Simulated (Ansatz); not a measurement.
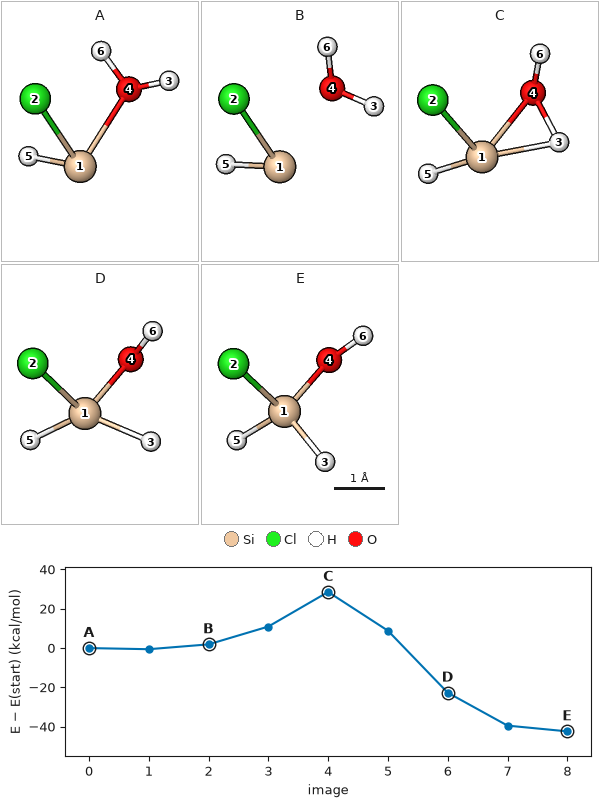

A search for the minimum-energy path of SiH$_{3}$OCl by the nudged elastic band. Images are numbered from 0 (start) to 8 (end). Frames A to E are images 0, 2, 4, 6, 8. Style: ball-and-stick. Shown from a free direction.

These are results of RKS B3LYP-D4/cc-pVDZ in Ansatz 0.2.0, not measurements.

The input:
```yaml
crystal:
  periodic: [false, false, false]
  atoms:
    - {symbol: Si, position_ang: [-0.695792, 0.769798, 0.713718]}
    - {symbol: Cl, position_ang: [0.606374, 1.820540, -0.640463]}
    - {symbol: H, position_ang: [1.017367, -1.108148, 0.767031]}
    - {symbol: O, position_ang: [0.233392, -0.995848, 0.216227]}
    - {symbol: H, position_ang: [-1.706810, 0.401217, -0.362227]}
    - {symbol: H, position_ang: [0.545469, -0.887560, -0.694187]}
basis:
  gaussian: {orbitals: cc-pVDZ}
hamiltonian: {xc: {name: B3LYP}, dispersion: d4}
neb:
  images: 7
  climbing: true
  max_iterations: 60
  initial_path: idpp
  spring: 10.0
  final_atoms:
    - {symbol: Si, position_ang: [-0.258886, 0.170953, 0.239063]}
    - {symbol: Cl, position_ang: [0.557048, 1.935763, -0.426849]}
    - {symbol: H, position_ang: [0.270716, -0.030927, 1.607152]}
    - {symbol: O, position_ang: [0.117774, -1.069412, -0.753543]}
    - {symbol: H, position_ang: [-1.727882, 0.289701, 0.208781]}
    - {symbol: H, position_ang: [1.041229, -1.296078, -0.874504]}
```

Run as
```bash
ansatz run in.yaml --threads 2 --pin off --events-out ev --progress --plain --max-ram 4352MiB
```

> Describe the mechanism and the energy profile.

The highest point, image 4, lies 28.6 kcal/mol above the start and 70.9 kcal/mol above the end; the end is at −42.4 kcal/mol relative to the start. A hydrogen atom shifts from one atom to another. Breaking: H3–O4 (0.96 → 1.33 at the top → 2.58 Å). Forming: Si1–H3 (2.54 → 1.62 at the top → 1.48 Å). The band converged in 11 iterations. The largest component of the band force went from 4.8 to 0.022 eV/Å. The climbing image converged on the top of the path. Its curvatures weren't checked. The largest force component is 0.63 eV/Å at the start and 1.05 eV/Å at the end; an end with forces this large is no minimum, and the barrier measured from it can be far off.

The run took 90 s on 2 threads of Arm Neoverse V2, on a shared host.
